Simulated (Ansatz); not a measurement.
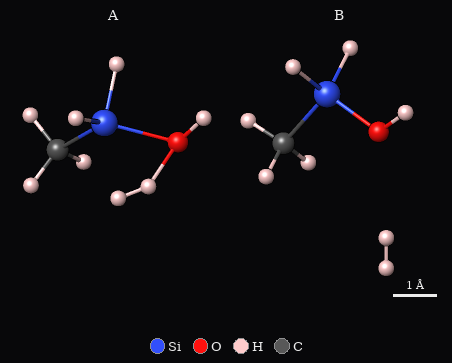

Two geometries of CH$_{8}$OSi (started from a transition state, displaced along its imaginary mode), drawn at one scale. One is the start of a relaxation, the other its converged end. Style: ball-and-stick. Shown from a free direction.

Theory: RKS PBE0-D4/def2-TZVP in Ansatz 0.2.0. Settings: force threshold 0.005 eV/Å; at most 200 steps.

### Which geometry has the lower energy?

Structure B is the relaxed one. The largest move after the best rigid fit is that of an H atom, 2.11 Å. By element the largest moves are H 2.11 Å, O 0.89 Å, Si 0.70 Å, C 0.28 Å. Some distances before and after: H–Si 1.912 → 4.369 Å, H–Si 1.891 → 3.696 Å, H–O 1.377 → 2.589 Å, O–Si 1.809 → 1.653 Å. Among the angles between lasting bonds that change: O–Si–H 92.0° → 110.4°, O–Si–H 120.3° → 110.4°, O–Si–C 116.5° → 106.8°. Over 55 geometry steps the energy falls by 1.775 eV. The largest force component goes from 1.9 to 0.0017 eV/Å.
